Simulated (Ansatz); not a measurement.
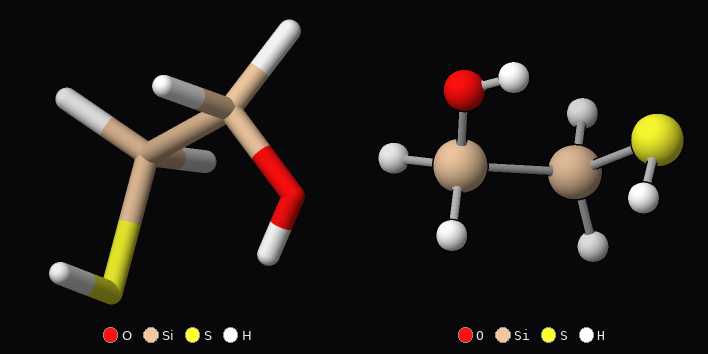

Two views of one molecule.

Description:

It has 10 atoms: 6 hydrogen, 1 oxygen, 1 sulfur and 2 silicon (H6OSSi2). As SMILES it reads `O[SiH2][SiH2]S`. It has no ring. Among its groups: Si–H bond, Si–O bond. The point group is C1. Coordination: 1 O bent; 2 Si tetrahedral; 1 S bent.

More results for the same structure follow; atom numbers are the same in all pictures, views and colours differ. The computed structure is the end point of a PBE0-D4/def2-TZVP optimisation.

Shape

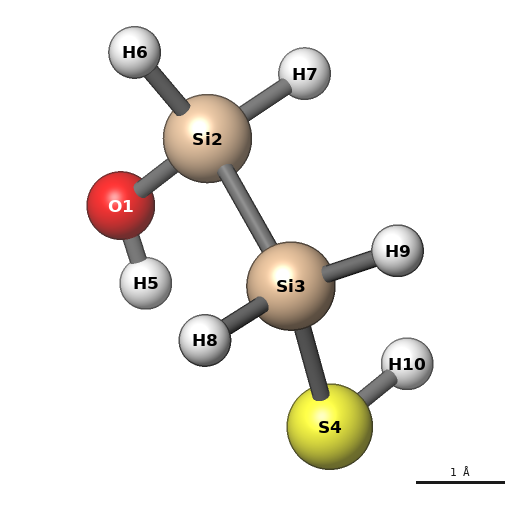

Atoms carry their numbers in the input.

Give the bond lengths.

| bond | length (Å) | order |
| --- | --- | --- |
| O1–Si2 | 1.650 | single |
| O1–H5 | 0.962 | single |
| Si2–Si3 | 2.345 | single |
| Si2–H6 | 1.484 | single |
| Si2–H7 | 1.492 | single |
| Si3–S4 | 2.160 | single |
| Si3–H8 | 1.486 | single |
| Si3–H9 | 1.488 | single |
| S4–H10 | 1.345 | single |

Vibrations

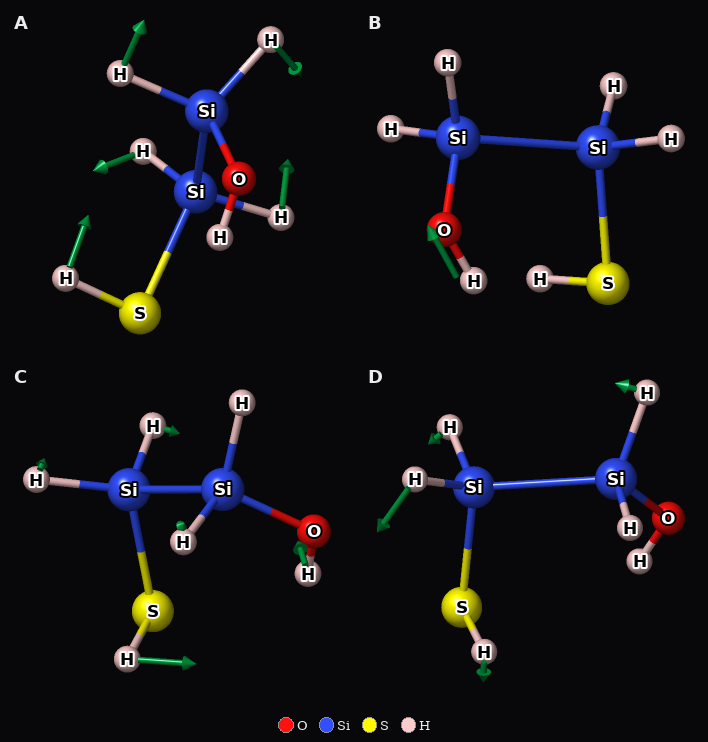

4 normal modes of one molecule or complex, as arrows. Harmonic vibrations computed with RKS PBE0-D4/def2-TZVP (Ansatz 0.2.0) at a stationary point of the same level.

Match the panels to the wavenumbers 226 cm⁻¹, 514 cm⁻¹, 746 cm⁻¹, 3855 cm⁻¹.

Answer. A: 514 cm⁻¹, angle bending
B: 3855 cm⁻¹, O–H stretching
C: 226 cm⁻¹
D: 746 cm⁻¹, angle bending

Thermal motion

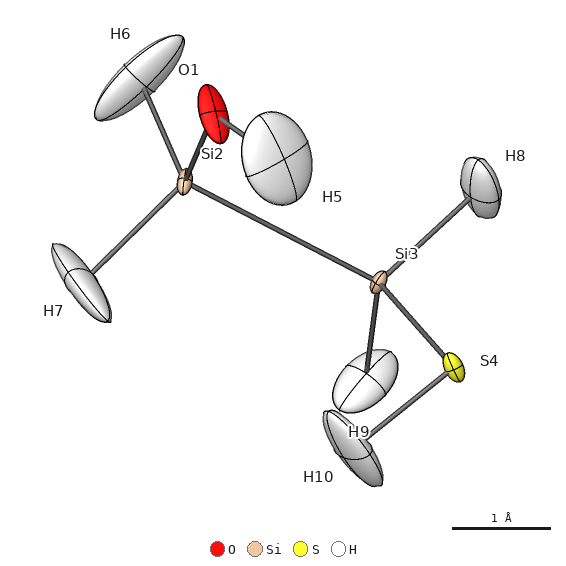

Displacement ellipsoids at the 50 % level, from the internal vibrations of the free molecule (harmonic, no overall translation or rotation; no half-axis is drawn under 0.075 Å). Vibrations computed with RKS PBE0-D4/def2-TZVP (Ansatz 0.2.0). Temperature: 200 K.

List U_eq and the three principal root-mean-square amplitudes for each kind of atom.

```tsv
atom	U_eq (Å²)	rms amplitudes (Å)
O1	0.0190	0.033, 0.098, 0.215
Si2	0.0041	0.023, 0.043, 0.100
Si3	0.0037	0.030, 0.054, 0.086
S4	0.0054	0.024, 0.062, 0.109
H5	0.0599	0.097, 0.259, 0.322
H6	0.0659	0.098, 0.174, 0.397
H7	0.0701	0.094, 0.162, 0.419
H8	0.0395	0.102, 0.160, 0.287
H9	0.0398	0.102, 0.166, 0.285
H10	0.0550	0.091, 0.191, 0.346
```

Electronic properties

Level of theory: RKS revPBE-D4/def2-TZVPP (Ansatz 0.2.0).

Computed properties:

- HOMO energy (Kohn–Sham orbital): −6.21 eV
- LUMO energy (Kohn–Sham orbital): −1.48 eV
- HOMO–LUMO gap: 4.73 eV
- dispersion correction: −64.3 kJ/mol

Dipole moment

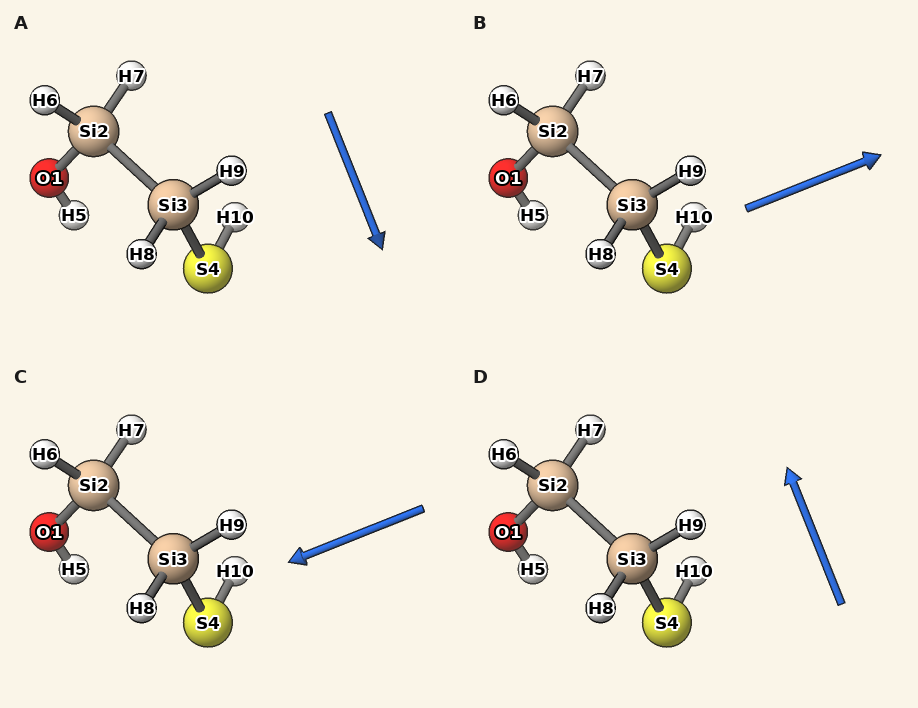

The same molecule four times, each with an arrow. Method: RKS B3LYP-D4/def2-TZVPP (Ansatz 0.2.0).

Which arrow points along the dipole moment, from the negative to the positive end?

Answer. B. The dipole moment is 1.15 D; it points from the side of O1, H5 to the side of H9 (the outermost atoms at the two ends).
